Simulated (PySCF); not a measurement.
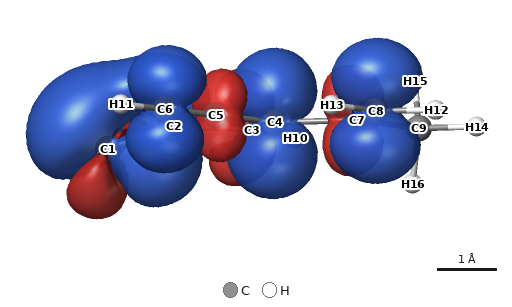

The picture shows: C9H7 (SMILES [C]#C/C=C(\C#C)C(=C)C) (doublet). Isosurfaces of the spin density at +0.015 (blue) and −0.015 e/Å³ (red), seen from one side.

Geometry: GFN2-xTB.

Level of theory: UKS B3LYP, pcH-1 on C H, non-relativistic, mean-field spin-orbit, GIAO (PySCF).

```yaml
atoms:
  - { symbol: C, position_ang: [3.3260, 0.7343, 1.9747] }
  - { symbol: C, position_ang: [2.5618, 0.6267, 1.0265] }
  - { symbol: C, position_ang: [1.4065, 0.8032, 0.2638] }
  - { symbol: C, position_ang: [0.3583, -0.0771, 0.2892] }
  - { symbol: C, position_ang: [0.4209, -1.1690, 1.1828] }
  - { symbol: C, position_ang: [0.4971, -2.0881, 1.9543] }
  - { symbol: C, position_ang: [-0.8040, 0.0410, -0.5816] }
  - { symbol: C, position_ang: [-1.7846, -0.8682, -0.5346] }
  - { symbol: C, position_ang: [-0.8707, 1.2059, -1.5238] }
  - { symbol: H, position_ang: [1.3804, 1.6824, -0.3658] }
  - { symbol: H, position_ang: [0.5667, -2.8900, 2.6272] }
  - { symbol: H, position_ang: [-2.6555, -0.7871, -1.1622] }
  - { symbol: H, position_ang: [-1.7431, -1.7112, 0.1331] }
  - { symbol: H, position_ang: [-1.7963, 1.1750, -2.0928] }
  - { symbol: H, position_ang: [-0.0369, 1.1831, -2.2250] }
  - { symbol: H, position_ang: [-0.8342, 2.1480, -0.9773] }
```

Q: Describe the spin distribution.

A: The unpaired spin (1 electron) lies mostly on C1 (about 0.4), C2 (about 0.2), C4 (about 0.2), C8 (about 0.2) and C6 (about 0.1), in electrons by Hirshfeld's partition.
